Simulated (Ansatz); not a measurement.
**BH5OSi···HCl: density, localisation and related maps**

| atom | x (Å) | y (Å) | z (Å) |
| --- | --- | --- | --- |
| B | -1.2883 | 0.3210 | -0.2368 |
| Cl | -1.8131 | -1.7934 | -0.3040 |
| H | -2.2105 | 0.7983 | 0.3465 |
| H | -1.0309 | 0.6141 | -1.3682 |
| H | -0.6775 | -1.2406 | 0.4466 |
| O | -0.1324 | -0.0534 | 0.6127 |
| Si | 1.4585 | 0.2719 | 0.2022 |
| H | 2.2913 | -0.2940 | 1.2864 |
| H | 1.7809 | -0.3649 | -1.0977 |
| H | 1.6220 | 1.7409 | 0.1123 |

A transition-state structure; geometry: PBE0-D4/def2-TZVP.

All numbers below come from RKS PBE0-D4/def2-TZVPP (Ansatz 0.2.0).

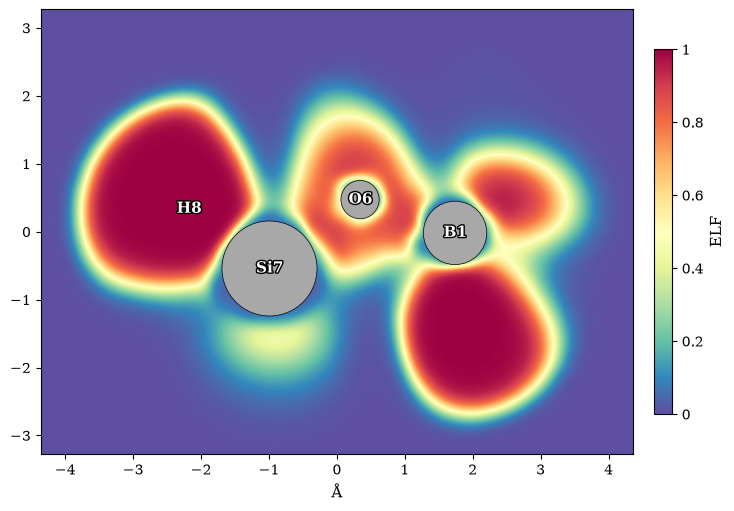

Figure 1. Electron localisation function on the plane of atoms O6, Si7 and H8. Grey discs cover the atomic cores.

Q: Interpret the plot.

A: Atoms in the plane: B, O, Si and H. B–O (1.48 Å): the ELF peaks at about 0.90 between the atoms (a polar covalent bond). Si–O (1.67 Å): the ELF peaks at about 0.85 between the atoms, as expected for a shared but strongly polarised pair. Si–H (1.48 Å): the ELF climbs to about 1 towards the hydrogen, as it does in any bond to H. The ELF also peaks beside O6, away from the bonds: lone-pair regions.

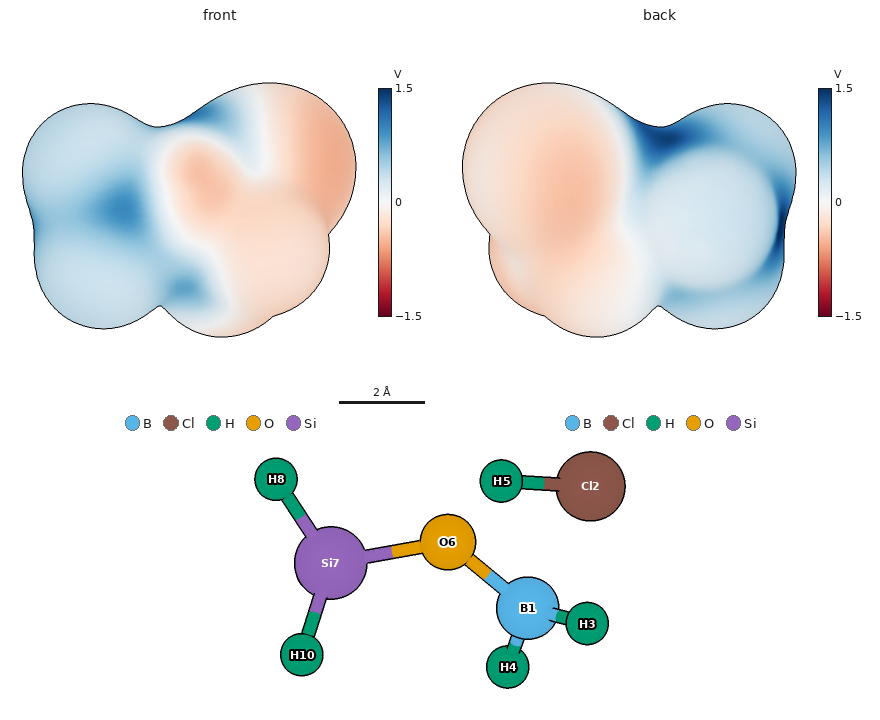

Figure 2. The electrostatic potential painted on the density surface at 0.001 e/bohr³, seen from the front and from behind; red is negative and blue positive. The bare structure is drawn below in the same view.

Q: Describe the electrostatic potential map.

A: The most negative region (about −0.5 V) lies over Cl2, the most positive (about +1.4 V) over Si7.

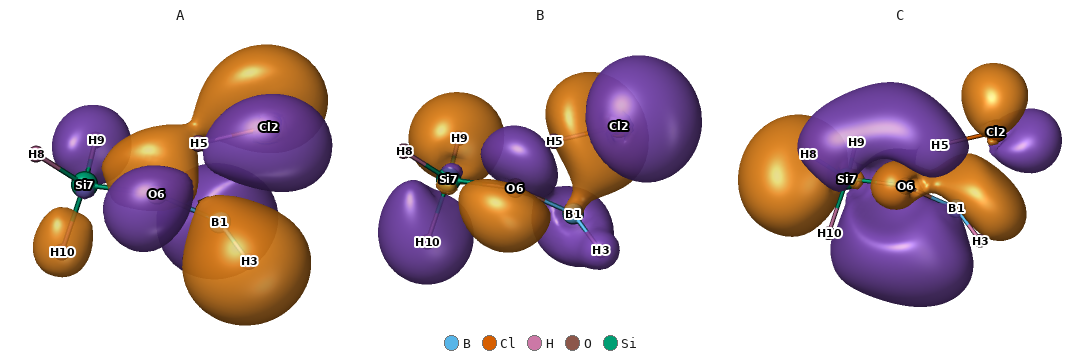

Figure 3. Three frontier orbitals at ±0.06 Å⁻³ᐟ² (orange and purple are the two phases), in no order.

Q: Order the three orbitals by energy and name them.

A: B is the HOMO−1 (−9.21 eV). By Hirshfeld shares it lies mainly on Cl2 (about 50 %), O6 (about 20 %) and Si7 (about 10 %); largely a combination of lone pairs on Cl2 and O6. A is the HOMO (−8.65 eV). It lies mainly on Cl2 (about 30 %), B1 (about 20 %), H3 (about 15 %), O6 (about 15 %) and H4 (about 10 %). C is the LUMO (−0.56 eV). It lies mainly on Si7 (about 30 %), B1 (about 25 %), Cl2 (about 15 %), O6 (about 5 %) and H5 (about 5 %).

Q: What is the HOMO–LUMO gap?

A: 8.09 eV between the orbital energies.
